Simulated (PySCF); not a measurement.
**SiF$_{4}$: one change and its effect**

System: SiF$_{4}$.
Method of run 1: TDDFT wB97X-D/def2-SVPD, vertical, gas phase, core orbitals frozen in the response (PySCF 2.14.0).

The geometry comes from this level: PBE0-D3(BJ)/def2-SVP. Text and figures count atoms from 1; the logs count them from 0 in places.

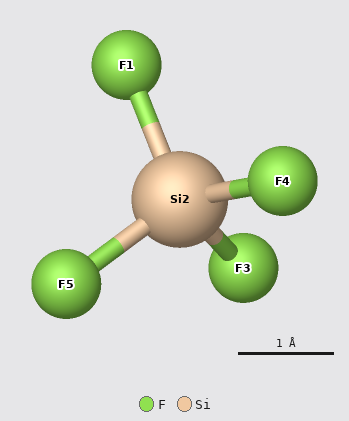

**Figure 1.** The structure (ball-and-stick view, seen at a tilt; atoms are numbered from 1 in the order of the input). Bond lengths as drawn: F–Si 1.59 Å.

Input, run 1:
```
{"job": {"kind": "uv", "xc": "wB97X-D", "basis": "def2-SVPD", "ip": true}, "charge": 0, "multiplicity": 1}
F     -1.292355     0.078328    -0.909073
Si     0.002077     0.027383     0.005938
F      1.249322    -0.430203    -0.860640
F      0.279121     1.467820     0.609970
F     -0.229731    -1.009551     1.183407
```

The first line tells a small driver script what to run in PySCF; the rest is the geometry in Å.

Command:
```bash
OMP_NUM_THREADS=1 python <driver script> task.json out
```

Hardware: 1 CPU thread, shared host.

Output (run 1):
```
coarse grid: 5968 points
cycle   1  E = -688.4080265175  dE =  4.263e-01  |g| = 8.596e-01  |ddm| = 3.062e+00
cycle   2  E = -688.4088963913  dE = -8.699e-04  |g| = 9.213e-01  |ddm| = 2.476e+00
cycle   3  E = -688.5371631719  dE = -1.283e-01  |g| = 4.741e-02  |ddm| = 8.147e-01
cycle   4  E = -688.5375023142  dE = -3.391e-04  |g| = 5.780e-03  |ddm| = 4.817e-02
cycle   5  E = -688.5375169912  dE = -1.468e-05  |g| = 6.712e-04  |ddm| = 4.204e-02
cycle   6  E = -688.5375171455  dE = -1.544e-07  |g| = 1.494e-04  |ddm| = 3.693e-03
final grid: 58344 points
cycle   7  E = -688.6207709653  dE = -6.351e-05  |g| = 9.585e-03  |ddm| = 1.077e-01
cycle   8  E = -688.6207701650  dE =  8.003e-07  |g| = 1.074e-02  |ddm| = 2.017e-02
cycle   9  E = -688.6207868068  dE = -1.664e-05  |g| = 3.829e-04  |ddm| = 7.034e-03
cycle  10  E = -688.6207868336  dE = -2.679e-08  |g| = 1.151e-04  |ddm| = 1.262e-03
cycle  11  E = -688.6207868359  dE = -2.260e-09  |g| = 1.690e-05  |ddm| = 3.858e-04
cycle  12  E = -688.6207868359  dE = -3.502e-11  |g| = 9.938e-06  |ddm| = 1.750e-05
converged SCF energy = -688.6207868359

Static polarisability (au): isotropic 22.845, principal 22.822 22.852 22.861

Singlet excitations
state   eV       nm        f      main configurations
  1  11.1698    111.0   0.00000   H->L 0.84
  2  11.1719    111.0   0.00000   H-1->L 0.85
  3  11.1726    111.0   0.00000   H-2->L 0.90
  4  12.2694    101.1   0.00162   H-6->L 0.83
  5  12.2742    101.0   0.00718   H-7->L 0.81
  6  12.2809    101.0   0.22495   H-3->L 0.90
  7  12.2839    100.9   0.21962   H-4->L 0.87
  8  12.2858    100.9   0.22602   H-5->L 0.90
  9  13.5118     91.8   0.00000   H-2->L+3 0.15, H-1->L+1 0.14, H->L+1 0.13
 10  13.6553     90.8   0.00012   H-1->L+1 0.46, H->L+2 0.18

Triplet excitations (Tamm-Dancoff, eV): 10.8542 10.8559 10.8564 11.6682
```

For run 2 the input was changed thus:
```diff
-"xc": "wB97X-D"
+"xc": "BHandHLYP"
```

Predict how the results change.

The total energies belong to different methods, so their difference says nothing on which is more stable or more accurate. The HOMO goes from −14.97 to −15.14 eV. The LUMO goes from 1.26 to 0.08 eV. The lowest excitation goes from 11.17 to 11.85 eV. The strongest computed line goes from 12.29 to 12.97 eV. The functional changes from wB97X-D to BHandHLYP. The SCF takes 9 iterations against 12.

Output (run 2):
```
coarse grid: 5968 points
cycle   1  E = -688.4289160270  dE =  4.225e-01  |g| = 8.354e-01  |ddm| = 3.314e+00
cycle   2  E = -688.4250774972  dE =  3.839e-03  |g| = 8.861e-01  |ddm| = 2.235e+00
cycle   3  E = -688.5475709794  dE = -1.225e-01  |g| = 4.167e-02  |ddm| = 8.155e-01
cycle   4  E = -688.5478377593  dE = -2.668e-04  |g| = 5.603e-03  |ddm| = 7.946e-02
cycle   5  E = -688.5478449536  dE = -7.194e-06  |g| = 3.621e-04  |ddm| = 2.107e-02
final grid: 58344 points
cycle   6  E = -688.5989324608  dE = -4.869e-06  |g| = 1.605e-03  |ddm| = 1.131e-02
cycle   7  E = -688.5989324635  dE = -2.727e-09  |g| = 1.663e-03  |ddm| = 1.977e-03
cycle   8  E = -688.5989328761  dE = -4.126e-07  |g| = 5.593e-05  |ddm| = 1.107e-03
cycle   9  E = -688.5989328768  dE = -6.851e-10  |g| = 1.830e-05  |ddm| = 2.155e-04
converged SCF energy = -688.5989328768

Static polarisability (au): isotropic 21.437, principal 21.417 21.443 21.451

Singlet excitations
state   eV       nm        f      main configurations
  1  11.8525    104.6   0.00000   H->L 0.64, H-2->L 0.17
  2  11.8539    104.6   0.00000   H-1->L 0.51, H->L 0.20, H-2->L 0.17
  3  11.8544    104.6   0.00000   H-2->L 0.55, H-1->L 0.29
  4  12.9607     95.7   0.22907   H-3->L 0.82
  5  12.9627     95.6   0.18469   H-4->L 0.63, H-6->L 0.14
  6  12.9641     95.6   0.06297   H-6->L 0.57, H-4->L 0.16
  7  12.9653     95.6   0.23148   H-5->L 0.82
  8  12.9687     95.6   0.03073   H-7->L 0.69, H-4->L 0.09
  9  14.1121     87.9   0.00000   H-1->L+2 0.20, H-2->L+3 0.14, H-2->L+1 0.13
 10  14.2624     86.9   0.00000   H-1->L+1 0.28, H->L+2 0.26, H-2->L+1 0.13

Triplet excitations (Tamm-Dancoff, eV): 11.4442 11.4458 11.4462 12.2103
```

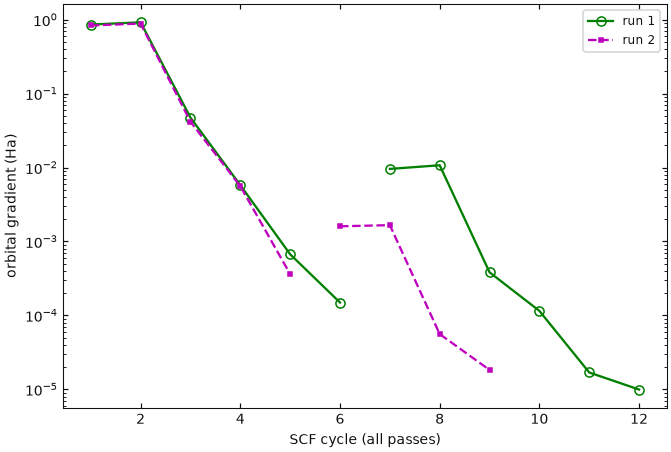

**Figure 2.** Convergence of the two runs: orbital gradient against the SCF cycle. A break in a curve parts two SCF passes (coarse and final grid). Run 1 takes 12 cycles in all, and run 2 takes 9.

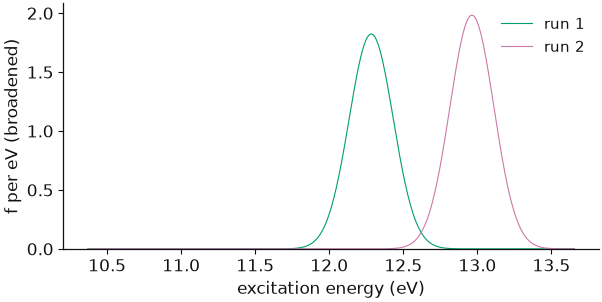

**Figure 3.** Absorption of the two runs from their computed states, each broadened by a Gaussian of 0.35 eV full width; the range ends where the shorter list of states ends.

The two runs side by side:

```csv
quantity,run 1,run 2
outcome,converged,converged
total energy (hartree),−688.620787,−688.598933
HOMO (eV),−14.97,−15.14
LUMO (eV),1.26,0.08
dipole moment (D),0.01,0.01
lowest excitation (eV),11.17,11.85
SCF iterations,12,9
strongest computed line (eV),12.29,12.97
basis functions,116,116
wall time (shared host),24 s,23 s
```

For both runs: Checks after the run noted: ip_vertical: SCF of the ion did not converge.
